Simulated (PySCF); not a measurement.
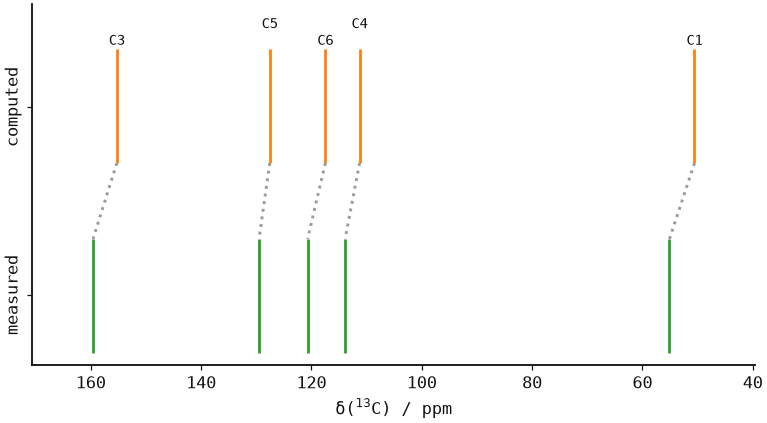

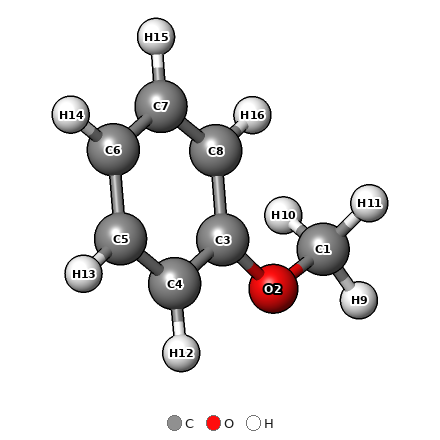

¹³C shifts of C₇H₈O (anisole), SMILES COc1ccccc1 against TMS: GIAO PBE0/def2-SVP (PySCF 2.14.0) for one gas-phase conformer (PBE0-D3(BJ)/def2-SVP, like atoms averaged; labels name one atom of each set) above, published measurements (CDCl3) below; dotted lines join the same nuclei. Only nuclei with a measured value are shown, one named for each set of like atoms.

> How well does the calculation match?

Mean error −3.3 ppm, mean absolute error 3.3 ppm; the largest is −4.5 ppm, for C1.

> Give the values.

| nucleus | computed | measured |
| --- | --- | --- |
| C3 | 155.3 | 159.6 |
| C5 | 127.6 | 129.5 |
| C6 | 117.5 | 120.7 |
| C4 | 111.3 | 113.9 |
| C1 | 50.6 | 55.1 |
